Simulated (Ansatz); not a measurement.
**Ge (diamond structure), cut as [100] wire, round, centred on atom, 1.05 nm across, core Ge to 0.4 of the radius, shell Si**

Calculation: PBE (plane waves to 420 eV, PAW; Ansatz, an electronic-structure program).

k-points: Γ-centred 1×1×5 mesh; occupations: Fermi-Dirac, 0.020 eV; spin polarisation not allowed. Scalar-relativistic, no spin-orbit coupling.

 The relaxation kept the symmetry of its start, so a lower minimum of less symmetry isn't excluded.

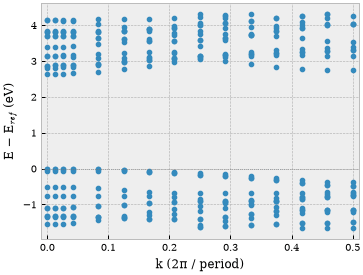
Levels along the axis at 15 k-points, drawn as points, zero at the top of the valence band

Electronic character: not metallic; Kohn-Sham band gap: 2.65 eV. Only levels within the plotted window are shown.
